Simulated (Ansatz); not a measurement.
C$_{2}$H$_{4}$Si (charge −1, doublet)

The calculation's input:

```
crystal:
  periodic: [false, false, false]
  atoms:
    - {symbol: C, position_ang: [-1.121917, -0.498115, -0.196811]}
    - {symbol: C, position_ang: [-1.185325, -0.551094, -1.570695]}
    - {symbol: Si, position_ang: [0.288515, -0.540373, -2.767090]}
    - {symbol: H, position_ang: [-0.148575, -0.442667, 0.325339]}
    - {symbol: H, position_ang: [-2.018659, -0.507550, 0.449984]}
    - {symbol: H, position_ang: [-2.214453, -0.604711, -1.986896]}
    - {symbol: H, position_ang: [-0.588471, -0.620345, -4.067125]}
basis:
  gaussian:
    orbitals: def2-TZVPD
total_charge: -1
magnetization:
  spin_polarized: true
  initial_magnetization: 1
hamiltonian:
  xc: pbe0
output: {forces: true, orbitals: {seedname: orbitals}}
```

Launched as:

```sh
ansatz run input.yaml --threads 2 --pin off --max-ram 4350MiB --events-out events.jsonl --progress --plain --runs-dir runs
```

Geometry: PBE-D3(BJ)/def2-SVPD; the highest occupied orbital lies above zero, a sign that basis and functional describe the outermost electron poorly.

Level of theory: isolated molecule in a Gaussian basis; Kohn-Sham density functional theory, functional PBE0 (Ansatz 0.2.0).

> What can the converged electron density, electron localisation function and spin density tell about the bonding?

C–C (1.38 Å): the density is about 2.2 e/Å³ at the midpoint; the ELF peaks at about 0.95 between the atoms, as expected for a covalent bond.
C–Si (1.90 Å): ρ is about 0.88 e/Å³ halfway; the ELF peaks at about 0.95 between the atoms: localised, covalent bonding.
C–H (1.11 Å): ρ at the midpoint is about 1.9 e/Å³; the ELF climbs to about 1 towards the hydrogen, as it does in any bond to H (a covalent bond by its length).
Si–H (1.57 Å): ρ at the midpoint is about 0.66 e/Å³; the ELF climbs to about 1 towards the hydrogen.
The unpaired spin (1 electron) lies mostly on Si3 (about 0.7) and C1 (about 0.2), in electrons by Hirshfeld's partition.

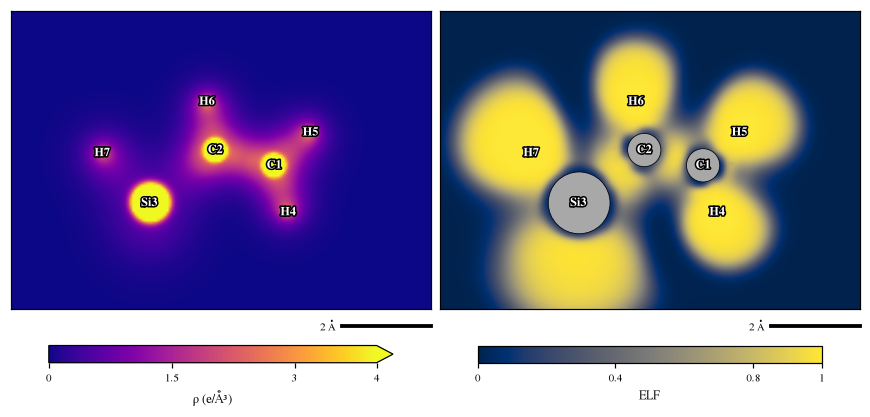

Computed electron density and electron localisation function on the molecular plane, in this order. Grey discs cover the atomic cores in the ELF map. 
